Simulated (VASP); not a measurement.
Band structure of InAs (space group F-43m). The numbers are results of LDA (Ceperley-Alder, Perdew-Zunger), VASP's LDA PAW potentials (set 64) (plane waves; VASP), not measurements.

Unless said otherwise, spin-orbit coupling is left out, though it shifts the bands of the heavy elements here.

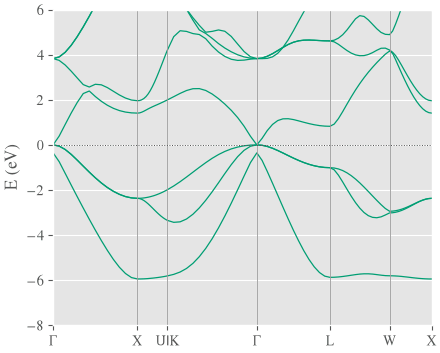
*Bands along high-symmetry lines, zero at the valence-band maximum or, without a gap, the Fermi level*

Task: Read the plot: is there a gap, and where are the band edges?

Result: It has no gap at this level: it comes out as a metal or semimetal. (Edges off the drawn lines would not show.)

The structure comes from a computed database's InAs entry (F-43m); how it stands against other phases isn't given here. It was relaxed first.
